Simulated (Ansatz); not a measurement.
# LuTi3B: relaxing a made-up structure

This structure for LuTi3B is made up. Its elements were placed in a known structure type with a cell scaled to their sizes. What cell does the guess relax to, and how far off was it?

Calculated with Ansatz 0.2.0; DFT, PBEsol, plane-wave PAW, files of the set soft_1, scalar-relativistic, no spin, cell and ions relaxed at zero pressure; PAW set soft_1.

### 1. The structure

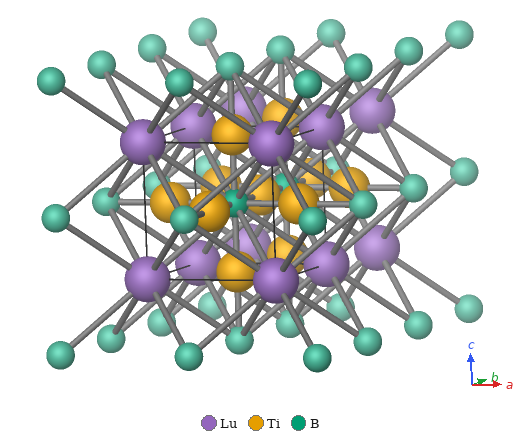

Start, viewed slightly off an axis; lutetium purple, titanium orange, boron teal. 1×2×1 cells are drawn. Some periodic images of atoms are drawn too.

### 2. Relaxing cell and atoms

The guess takes its coordinates from another compound and its volume from a rule, so the cell and any free coordinates are relaxed together.

input.yaml

```yaml
crystal:
  lattice:
    - [4.233, 0.0, 0.0]
    - [0.0, 4.233, 0.0]
    - [0.0, 0.0, 4.233]
  atoms:
    - { symbol: Lu, position: [0.0, 0.0, 0.0] }
    - { symbol: Ti, position: [0.5, 0.0, 0.5] }
    - { symbol: Ti, position: [0.5, 0.5, 0.0] }
    - { symbol: Ti, position: [0.0, 0.5, 0.5] }
    - { symbol: B, position: [0.5, 0.5, 0.5] }
kpoints:
  mp_grid: { grid: [6, 6, 6] }
scf:
  occupations: { method: fermi_dirac, width: 0.05 }
hamiltonian:
  xc: pbesol
  pseudopotentials: { kind: paw, azcp: { folder: soft_1 }, xc_functional: pbe }
relax:
  f_tol: 0.015
  max_steps: 70
  cell: {}
output:
  forces: true
  stress: true
```

On the command line:

```
> ansatz run input.yaml --threads 4 --pin off --max-ram 8192MiB --backend cpu --events-out ev --progress --plain --runs-dir out
```

Numbers of over 12 decimals in the logs are rounded to 6 here.

Output:

```text
Engine: ansatz 0.2.0, x86_64-unknown-linux-gnu
Pseudopotentials: kind: paw
Pseudopotential: Lu, paw, valence charge 25, recommended cutoff 420 eV (normal), soft_1/Lu.paw.azcp
Pseudopotential: Ti, paw, valence charge 12, recommended cutoff 420 eV (normal), soft_1/Ti.paw.azcp
Pseudopotential: B, paw, valence charge 3, recommended cutoff 420 eV (normal), soft_1/B.paw.azcp
Functional definition: PBEsol
  exchange = pbesol_x
  correlation = pbesol_c
Crystal: 5 atoms, lattice volume = 75.848 Å³
Basis set: ecut = 420 eV, 1503 PW (Γ), exchange–correlation on 60×60×60 points (8 copies of the dense FFT grid, shifted against one another)
Bands: 39, of which v1, the nominal top of the filled ones, is band 32 counted from 1 (31 counted from 0)
Symmetry: 48 space group operations
Space group: Pm-3m (ITA 221), of the structure as read, at distance tolerance 4.2e-5 Å
k-points: 20 of 216
Non-local potential: Lu, projectors of the file, l = 0: 3, l = 1: 2, l = 2: 2, l = 3: 3
Non-local potential: Ti, projectors of the file, l = 0: 3, l = 1: 2, l = 2: 3, l = 3: 1
Non-local potential: B, projectors of the file, l = 0: 2, l = 1: 2, l = 2: 1
PAW form: soft (Blöchl's): semilocal exchange-correlation on the pseudo side does not see the compensation charge
PAW frozen core: Lu, regenerated for the run's functional, and the local potential with it (the file was generated under x = pbe(κ = 0.804, μ = 0.219515), c = pbe(β = 0.066725))
PAW frozen core: Ti, regenerated for the run's functional, and the local potential with it (the file was generated under x = pbe(κ = 0.804, μ = 0.219515), c = pbe(β = 0.066725))
PAW frozen core: B, regenerated for the run's functional, and the local potential with it (the file was generated under x = pbe(κ = 0.804, μ = 0.219515), c = pbe(β = 0.066725))
PAW one-centre angular grid: Lu, 590 points (default); XC on 64 Gauss nodes
PAW one-centre angular grid: Ti, 590 points (default); XC on 64 Gauss nodes
PAW one-centre angular grid: B, 110 points (default); XC on 64 Gauss nodes
Initial density: superposition of atomic densities (chi_scale 0.1, normalization cell, long waves kept (reshape's long-wave potential 0.00 eV rms))
Initial wavefunctions: pseudopotential atomic-orbital guess
Functional: x = pbesol(κ = 0.804, μ = 0.123457), c = pbesol(β = 0.046)
SCF iter   1: F=—  HF=-22189.568000 eV  |F-HF|=—  |Δ(HF+E_count)|=         —  Δρ=1.03e-1  dr2=1.37e1  ethr=3.10e-3  ⟨swp⟩=6.1  Hψ=3220  notcnv=0
preconditioner: auto → Kerker (q_TF=auto, 2.652 Å⁻¹)  [metal: Δε(μ)=0.041 eV  Ē_g=8.471 eV  σ=0.050 eV  W_gap=0.20  n_scr=26 (ndim 8)  ℏωp=26.3 eV  f_vac=0.000  D(μ)=6.69/eV (n_scr^D=80)]
SCF iter   2: F=—  HF=-22186.597060 eV  |F-HF|=—  |Δ(HF+E_count)|=    2.97e0  Δρ=3.83e-2  dr2=2.47e0  ethr=3.10e-3  ⟨swp⟩=4.0  Hψ=1875  notcnv=0  defer=8
SCF iter   3: F=—  HF=-22186.031892 eV  |F-HF|=—  |Δ(HF+E_count)|=   5.65e-1  Δρ=1.04e-2  dr2=1.15e-1  ethr=3.10e-3  ⟨swp⟩=3.0  Hψ=1440  notcnv=0  defer=5
SCF iter   4: F=—  HF=-22186.044402 eV  |F-HF|=—  |Δ(HF+E_count)|=   1.25e-2  Δρ=7.76e-3  dr2=3.17e-2  ethr=1.80e-4  ⟨swp⟩=3.8  Hψ=2141  notcnv=0  defer=2
SCF iter   5: F=—  HF=-22186.008177 eV  |F-HF|=—  |Δ(HF+E_count)|=   3.62e-2  Δρ=1.96e-3  dr2=4.65e-3  ethr=4.96e-5  ⟨swp⟩=3.0  Hψ=2023  notcnv=0  defer=3
SCF iter   6: F=—  HF=-22186.006212 eV  |F-HF|=—  |Δ(HF+E_count)|=   1.96e-3  Δρ=6.11e-4  dr2=3.15e-4  ethr=7.27e-6  ⟨swp⟩=2.4  Hψ=1511  notcnv=0  defer=3
SCF iter   7: F=—  HF=-22186.006130 eV  |F-HF|=—  |Δ(HF+E_count)|=   8.21e-5  Δρ=1.38e-4  dr2=1.78e-5  ethr=4.93e-7  ⟨swp⟩=2.3  Hψ=1456  notcnv=0  defer=3
SCF iter   8: F=—  HF=-22186.006043 eV  |F-HF|=—  |Δ(HF+E_count)|=   8.68e-5  Δρ=3.54e-5  dr2=8.58e-7  ethr=2.78e-8  ⟨swp⟩=2.5  Hψ=1510  notcnv=0  defer=3
SCF iter   9: F=—  HF=-22186.006043 eV  |F-HF|=—  |Δ(HF+E_count)|=   3.56e-7  Δρ=2.17e-5  dr2=6.22e-7  ethr=1.56e-10  ⟨swp⟩=7.3  Hψ=4294  notcnv=0
SCF iter  10: F=-22186.006043 eV  HF=-22186.006043 eV  |F-HF|=3.40e-8  |Δ(HF+E_count)|=   1.94e-7  Δρ=5.88e-6  dr2=4.42e-8  ethr=1.56e-10  ⟨swp⟩=4.7  Hψ=4063  notcnv=0
SCF 1 converged in 10 iterations: F = -22186.006043 eV  dr2 = 4.42e-8
  greatest PAW one-centre occupation: 0.998 electrons in one spin orbital (limit 2), on the Ti atom at site 2 (counted from 0), in its partial waves of l = 0
relax step   1: F+E_penalty+E_count = -22186.00604307 eV  Δ(F+E_penalty+E_count) = +0.000e0 eV  max|allowed force component| = 1.511e-28 eV/Å  Δτ_max = 0.0000 Å  P = +16.136 GPa  Ω = 75.848 Å³  (10 SCF iters, dr2 threshold 1.00e-7 eV, accepted)
Crystal: 5 atoms, lattice volume = 86.740 Å³
Basis set: ecut = 420 eV, 1743 PW (Γ), exchange–correlation on 60×60×60 points (8 copies of the dense FFT grid, shifted against one another)
Initial density: handed on by an earlier stage of this run
Initial wavefunctions: those handed on with the density
iter 1 solved again at ethr=1.25e-3 eV; its pass at ethr=3.10e-3 eV (dr2=7.99e-1 eV) is discarded
SCF iter   1: F=—  HF=-22186.611232 eV  |F-HF|=—  |Δ(HF+E_count)|=         —  Δρ=2.11e-2  dr2=8.05e-1  ethr=1.25e-3  ⟨swp⟩=2.0  Hψ=6221  notcnv=0
preconditioner: auto → Kerker (q_TF=auto, 2.593 Å⁻¹)  [metal: Δε(μ)=0.010 eV  Ē_g=4.194 eV  σ=0.050 eV  W_gap=0.05  n_scr=26 (ndim 8)  ℏωp=22.6 eV  f_vac=0.000  D(μ)=13.63/eV (n_scr^D=250)]
SCF iter   2: F=—  HF=-22186.483903 eV  |F-HF|=—  |Δ(HF+E_count)|=   1.27e-1  Δρ=8.14e-3  dr2=1.44e-1  ethr=1.25e-3  ⟨swp⟩=2.8  Hψ=1295  notcnv=0
SCF iter   3: F=—  HF=-22186.462309 eV  |F-HF|=—  |Δ(HF+E_count)|=   2.16e-2  Δρ=2.68e-3  dr2=8.51e-3  ethr=2.25e-4  ⟨swp⟩=3.2  Hψ=1707  notcnv=0
SCF iter   4: F=—  HF=-22186.456247 eV  |F-HF|=—  |Δ(HF+E_count)|=   6.06e-3  Δρ=1.33e-3  dr2=1.39e-3  ethr=1.33e-5  ⟨swp⟩=3.0  Hψ=1927  notcnv=0
SCF iter   5: F=—  HF=-22186.455935 eV  |F-HF|=—  |Δ(HF+E_count)|=   3.11e-4  Δρ=3.26e-4  dr2=8.04e-5  ethr=2.17e-6  ⟨swp⟩=3.1  Hψ=1945  notcnv=0
SCF iter   6: F=—  HF=-22186.456030 eV  |F-HF|=—  |Δ(HF+E_count)|=   9.44e-5  Δρ=1.67e-4  dr2=2.80e-5  ethr=1.26e-7  ⟨swp⟩=3.0  Hψ=1793  notcnv=0
SCF iter   7: F=—  HF=-22186.456019 eV  |F-HF|=—  |Δ(HF+E_count)|=   1.06e-5  Δρ=3.09e-5  dr2=1.29e-6  ethr=4.37e-8  ⟨swp⟩=3.4  Hψ=1744  notcnv=0
SCF iter   8: F=-22186.456019 eV  HF=-22186.456019 eV  |F-HF|=1.08e-7  |Δ(HF+E_count)|=   3.03e-7  Δρ=2.21e-5  dr2=2.27e-7  ethr=7.81e-10  ⟨swp⟩=6.9  Hψ=4362  notcnv=0
SCF 2 converged in 8 iterations: F = -22186.456019 eV  dr2 = 2.27e-7
  greatest PAW one-centre occupation: 0.999 electrons in one spin orbital (limit 2), on the Ti atom at site 2 (counted from 0), in its partial waves of l = 0
relax step   2: F+E_penalty+E_count = -22186.45601877 eV  Δ(F+E_penalty+E_count) = -4.500e-1 eV  max|allowed force component| = 3.997e-29 eV/Å  Δτ_max = 0.0000 Å  P = -1.192 GPa  Ω = 86.740 Å³  energy of the carried Pulay correction = -3.950e-3 eV  (8 SCF iters, dr2 threshold 5.00e-7 eV, accepted)
Crystal: 5 atoms, lattice volume = 85.892 Å³
iter 1 solved again at ethr=5.87e-6 eV; its pass at ethr=3.10e-3 eV (dr2=3.76e-3 eV) is discarded
SCF iter   1: F=—  HF=-22186.460564 eV  |F-HF|=—  |Δ(HF+E_count)|=         —  Δρ=1.45e-3  dr2=3.71e-3  ethr=5.87e-6  ⟨swp⟩=3.2  Hψ=4834  notcnv=0
preconditioner: auto → Kerker (q_TF=auto, 2.598 Å⁻¹)  [metal: Δε(μ)=0.023 eV  Ē_g=4.205 eV  σ=0.050 eV  W_gap=0.11  n_scr=26 (ndim 8)  ℏωp=22.7 eV  f_vac=0.000  D(μ)=11.85/eV (n_scr^D=178)]
SCF iter   2: F=—  HF=-22186.459919 eV  |F-HF|=—  |Δ(HF+E_count)|=   6.45e-4  Δρ=5.66e-4  dr2=6.80e-4  ethr=5.80e-6  ⟨swp⟩=2.0  Hψ=1119  notcnv=0
SCF iter   3: F=—  HF=-22186.459811 eV  |F-HF|=—  |Δ(HF+E_count)|=   1.08e-4  Δρ=1.98e-4  dr2=3.83e-5  ethr=1.06e-6  ⟨swp⟩=2.5  Hψ=1451  notcnv=0
SCF iter   4: F=—  HF=-22186.459895 eV  |F-HF|=—  |Δ(HF+E_count)|=   8.33e-5  Δρ=1.06e-4  dr2=9.37e-6  ethr=5.99e-8  ⟨swp⟩=3.1  Hψ=1906  notcnv=0
SCF iter   5: F=—  HF=-22186.459891 eV  |F-HF|=—  |Δ(HF+E_count)|=   3.60e-6  Δρ=2.97e-5  dr2=1.14e-6  ethr=1.46e-8  ⟨swp⟩=3.1  Hψ=1619  notcnv=0
SCF iter   6: F=-22186.459891 eV  HF=-22186.459891 eV  |F-HF|=1.88e-7  |Δ(HF+E_count)|=   2.28e-7  Δρ=1.46e-5  dr2=2.49e-7  ethr=7.81e-10  ⟨swp⟩=6.3  Hψ=4084  notcnv=0
SCF 3 converged in 6 iterations: F = -22186.459891 eV  dr2 = 2.49e-7
  greatest PAW one-centre occupation: 0.999 electrons in one spin orbital (limit 2), on the Ti atom at site 1 (counted from 0), in its partial waves of l = 0
relax step   3: F+E_penalty+E_count = -22186.45989074 eV  Δ(F+E_penalty+E_count) = -3.872e-3 eV  max|allowed force component| = 1.625e-29 eV/Å  Δτ_max = 0.0000 Å  P = -0.155 GPa  Ω = 85.892 Å³  energy of the carried Pulay correction = -3.661e-3 eV  (6 SCF iters, dr2 threshold 5.00e-7 eV, accepted)
Crystal: 5 atoms, lattice volume = 85.766 Å³
iter 1 solved again at ethr=1.38e-7 eV; its pass at ethr=3.10e-3 eV (dr2=8.80e-5 eV) is discarded
SCF iter   1: F=—  HF=-22186.459918 eV  |F-HF|=—  |Δ(HF+E_count)|=         —  Δρ=2.17e-4  dr2=8.65e-5  ethr=1.38e-7  ⟨swp⟩=3.2  Hψ=4681  notcnv=0
preconditioner: auto → Kerker (q_TF=auto, 2.598 Å⁻¹)  [metal: Δε(μ)=0.027 eV  Ē_g=4.203 eV  σ=0.050 eV  W_gap=0.13  n_scr=26 (ndim 8)  ℏωp=22.7 eV  f_vac=0.000  D(μ)=12.05/eV (n_scr^D=178)]
SCF iter   2: F=—  HF=-22186.460003 eV  |F-HF|=—  |Δ(HF+E_count)|=   8.51e-5  Δρ=8.94e-5  dr2=1.73e-5  ethr=1.35e-7  ⟨swp⟩=2.0  Hψ=1115  notcnv=0
SCF iter   3: F=—  HF=-22186.459994 eV  |F-HF|=—  |Δ(HF+E_count)|=   9.10e-6  Δρ=3.09e-5  dr2=9.15e-7  ethr=2.70e-8  ⟨swp⟩=2.5  Hψ=1409  notcnv=0
SCF iter   4: F=—  HF=-22186.459994 eV  |F-HF|=—  |Δ(HF+E_count)|=   3.35e-7  Δρ=1.69e-5  dr2=2.41e-7  ethr=1.43e-9  ⟨swp⟩=3.1  Hψ=1892  notcnv=0
iter 5 did not close the SCF: its close was put off for the readings that it lacked (scf_convergence_deferred on its scf_iter line)
SCF iter   5: F=-22186.459994 eV  HF=-22186.459994 eV  |F-HF|=3.09e-8  |Δ(HF+E_count)|=   1.10e-7  Δρ=5.89e-6  dr2=3.93e-8  ethr=3.76e-10  ⟨swp⟩=3.1  Hψ=1611  notcnv=0
SCF iter   6: F=-22186.459994 eV  HF=-22186.459994 eV  |F-HF|=6.87e-9  |Δ(HF+E_count)|=   1.09e-8  Δρ=2.64e-6  dr2=8.99e-9  ethr=6.14e-11  ⟨swp⟩=5.0  Hψ=4600  notcnv=0
SCF 4 converged in 6 iterations: F = -22186.459994 eV  dr2 = 8.99e-9
  greatest PAW one-centre occupation: 0.999 electrons in one spin orbital (limit 2), on the Ti atom at site 3 (counted from 0), in its partial waves of l = 0
relax step   4: F+E_penalty+E_count = -22186.45999368 eV  Δ(F+E_penalty+E_count) = -1.029e-4 eV  max|allowed force component| = 6.403e-30 eV/Å  Δτ_max = 0.0000 Å  P = +0.002 GPa  Ω = 85.766 Å³  energy of the carried Pulay correction = -3.618e-3 eV  (6 SCF iters, dr2 threshold 6.02e-8 eV, accepted)
Initial wavefunctions: pseudopotential atomic-orbital guess (no wavefunctions were taken with the density)
iter 1 solved again at ethr=1.04e-7 eV; its pass at ethr=3.10e-3 eV (dr2=6.66e-5 eV) is discarded
SCF iter   1: F=—  HF=-22186.464443 eV  |F-HF|=—  |Δ(HF+E_count)|=         —  Δρ=2.10e-4  dr2=3.89e-6  ethr=1.04e-7  ⟨swp⟩=5.2  Hψ=6330  notcnv=0
preconditioner: auto → Kerker (q_TF=auto, 2.598 Å⁻¹)  [metal: Δε(μ)=0.027 eV  Ē_g=4.202 eV  σ=0.050 eV  W_gap=0.13  n_scr=26 (ndim 8)  ℏωp=22.7 eV  f_vac=0.000  D(μ)=12.08/eV (n_scr^D=178)]
SCF iter   2: F=—  HF=-22186.464532 eV  |F-HF|=—  |Δ(HF+E_count)|=   8.89e-5  Δρ=1.31e-4  dr2=4.94e-6  ethr=6.07e-9  ⟨swp⟩=3.0  Hψ=1767  notcnv=0
SCF iter   3: F=—  HF=-22186.464531 eV  |F-HF|=—  |Δ(HF+E_count)|=   1.02e-6  Δρ=8.26e-5  dr2=8.84e-7  ethr=6.07e-9  ⟨swp⟩=3.0  Hψ=1451  notcnv=0
SCF iter   4: F=—  HF=-22186.464532 eV  |F-HF|=—  |Δ(HF+E_count)|=   6.92e-7  Δρ=1.51e-5  dr2=3.43e-8  ethr=1.38e-9  ⟨swp⟩=2.0  Hψ=1389  notcnv=0
SCF iter   5: F=—  HF=-22186.464532 eV  |F-HF|=—  |Δ(HF+E_count)|=   4.04e-8  Δρ=3.85e-6  dr2=2.18e-9  ethr=5.36e-11  ⟨swp⟩=3.0  Hψ=1697  notcnv=0
SCF iter   6: F=—  HF=-22186.464532 eV  |F-HF|=—  |Δ(HF+E_count)|=   3.77e-9  Δρ=8.56e-7  dr2=4.98e-10  ethr=3.40e-12  ⟨swp⟩=3.0  Hψ=1756  notcnv=0
SCF iter   7: F=—  HF=-22186.464532 eV  |F-HF|=—  |Δ(HF+E_count)|=  1.82e-11  Δρ=1.64e-7  dr2=1.51e-11  ethr=1.00e-12  ⟨swp⟩=5.8  Hψ=4909  notcnv=0
SCF iter   8: F=-22186.464532 eV  HF=-22186.464532 eV  |F-HF|=3.64e-12  |Δ(HF+E_count)|=  1.82e-11  Δρ=4.94e-8  dr2=2.15e-12  ethr=1.00e-12  ⟨swp⟩=5.3  Hψ=3340  notcnv=0
SCF 5 converged in 8 iterations: F = -22186.464532 eV  dr2 = 2.15e-12
relax step   5: F+E_penalty+E_count = -22186.46453182 eV  Δ(F+E_penalty+E_count) = -4.538e-3 eV  max|allowed force component| = 1.053e-29 eV/Å  Δτ_max = 0.0000 Å  P = +0.038 GPa  Ω = 85.766 Å³  stress off target by 3.80e-2 GPa  SCF on the basis re-selected at this cell (its energy is not comparable with the rows above)  (8 SCF iters)
basis re-selected at this cell: Δ(F+E_penalty+E_count) = -4.538e-3 eV, ΔP = +0.036 GPa vs the last step (what re-selecting the basis moved, of the pressure what is left beyond the Pulay correction that the steps carried, after the strain that the cell walked since its last selection, with what the two solves' SCF thresholds leave and, on support functions, any second-order correction that the steps lacked; it is no m [...]
SCF converged after 8 iterations
Free energy (F): -22186.464532 eV
Harris-Foulkes:  -22186.464532 eV  (|F-HF|=3.64e-12)
Internal energy: -22186.366904 eV  (E = F + TS)
E sigma→0 (E₀):  -22186.415718 eV
Entropy (-TS):   -0.097627 eV (-19.525 meV/atom)
Fermi energy:    13.095184 eV
--- Per-component energies (eV) ---
  E_band       = -454.940018
  E_kinetic    = 1308.093103
  E_local      = -9655.156399  (includes V_loc(G=0)·N_el)
  E_nonlocal   = 879.492998
  E_hartree    = 3991.454115
  E_xc         = -584.023894
  E_vxc        = -724.706003  (∫ρ·V_xc dr)
  E_paw        = -10426.152070  (= ΣΔE_a)
  E_vpaw       = -245.571825  (= ΣTr[D̂ρ^β])
  E_aug_tail   = -0.000237  (compensation charges beyond the density's cutoff)
  E_ewald      = -7701.699270
  E_core_change = 1.624749  (= ΣΔE_core)
  E_smearing   = -0.097627  (= −TS)
  E_closure    = 0.000000  (closes the sum)
  Σ components = -22186.464532   (vs F -22186.464532, Δ=0.00e0)
--- Forces (eV/Å), atoms counted from 1 ---
  atom   1  Lu     0.00000000     0.00000000     0.00000000
  atom   2  Ti     0.00000000     0.00000000     0.00000000
  atom   3  Ti     0.00000000     0.00000000    -0.00000000
  atom   4  Ti     0.00000000     0.00000000    -0.00000000
  atom   5  B      0.00000000     0.00000000     0.00000000
  max |Σ_I F_I| component: 1.57e-29 eV/Å
--- Stress (GPa, compression-positive) ---
        0.037978       0.000000      -0.000000
        0.000000       0.037978      -0.000000
       -0.000000      -0.000000       0.037978
  P = ⅓ Tr σ = 0.0380 GPa (0.380 kbar)
--- Relaxed structure (4 steps of the walk, 4 accepted, 1 SCFs on fresh bases) ---
  F+E_penalty+E_count = -22186.46453182 eV   max|allowed force component| = 1.053e-29 eV/Å   (the final SCF, on the basis selected at the relaxed cell)
  cell:  # Å, volume = 85.7662 Å³
    - [4.410001, 0, 0]
    - [0, 4.410001, 0]
    - [0, 0, 4.410001]
  atoms:
    - { symbol: Lu, position: [0, 0, 0] }
    - { symbol: Ti, position: [0.5, 0, 0.5] }
    - { symbol: Ti, position: [0.5, 0.5, 0] }
    - { symbol: Ti, position: [0, 0.5, 0.5] }
    - { symbol: B, position: [0.5, 0.5, 0.5] }
```

It took 14 s on 4 threads of Intel Xeon Platinum 8259CL at 2.50GHz (Skylake/Cascade Lake), shared host; peak memory 0.71 GiB.

Step by step:

```csv
step,energy less that of the first step (eV),largest force component (eV/Å),pressure (GPa),volume (Å³)
1,0.0000,0.0000,16.14,75.85
2,-0.4500,0.0000,-1.19,86.74
3,-0.4538,0.0000,-0.16,85.89
4,-0.4540,0.0000,0.00,85.77
5*,-0.4585,0.0000,0.04,85.77
```

Relaxation steps marked * repeat the geometry before them on a plane-wave basis chosen anew for their cell, so energy and pressure can jump there.

Forces are held to the 48 operations that the run works with; a distortion that breaks them can't arise in this run.

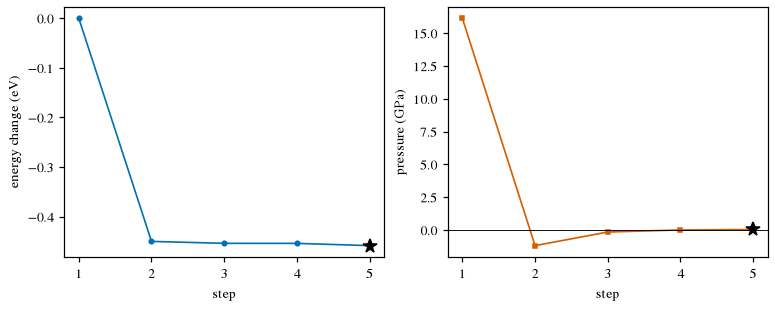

Energy and pressure along the relaxation. Stars mark steps on a basis chosen anew.

```csv
"conventional cell, symmetrised",before,after,change
a (Å),4.233,4.410,+4.2 %
b (Å),4.233,4.410,+4.2 %
c (Å),4.233,4.410,+4.2 %
volume (Å³/atom),15.17,17.15,+13.1 %
```

The relaxed structure:

```xyz
5
Lattice="4.4100 0.0000 0.0000 0.0000 4.4100 0.0000 0.0000 0.0000 4.4100" Properties=species:S:1:pos:R:3 pbc="T T T"
Lu    0.0000    0.0000    0.0000
Ti    2.2050    0.0000    2.2050
Ti    2.2050    2.2050    0.0000
Ti    0.0000    2.2050    2.2050
B     2.2050    2.2050    2.2050
```

This step gave:

- free energy: -22186.4645 eV
- energy at zero smearing: -22186.4157 eV
- smearing term TS: 0.09763 eV
- Fermi energy: 13.10 eV
- electrons: 64
- symmetry operations: 48
- pressure: 0.03798 GPa

Shortest distances by pair of elements, guess and relaxed (not always the same contact):

```csv
pair,guess (Å),relaxed (Å)
B–Ti,2.116,2.205
Lu–Ti,2.993,3.118
Ti–Ti,2.993,3.118
B–Lu,3.666,3.819
Lu–Lu,4.233,4.410
```

The relaxation ends with a pressure of 0.04 GPa.

### 3. Outcome

```yaml
space_group_relaxed: Pm-3m
conventional_cell: a = 4.410, b = 4.410, c = 4.410 Å; α = 90.0°, β = 90.0°, γ = 90.0°
volume_per_atom: 17.15 Å³ (guess 15.17)
```

What this shows: LuTi3B relaxes to Pm-3m with a = 4.410, b = 4.410 and c = 4.410 Å. The guessed volume was 12 % too small. The space group Pm-3m was held in the relaxation, so the end point is a stationary structure within it and may be a saddle against distortions or other arrangements. Mesh and cutoff weren't tested. Spin-orbit coupling is left out, which can matter for elements this heavy. No dispersion term is used, so weakly bound directions may come out too long. The runs have no spin, and magnetism wasn't tested. Nothing here tests whether the compound is stable against decomposition.

[Logs are printed without paths, hosts, clocks, repeated set-up lines and the standing remarks that a program may print on its own settings, such as how far it seeks lower states.]

[Hosts, paths, dates, database ids (printed as entryN), source tags and the programs' standing remarks are cut or masked in the printed files.]
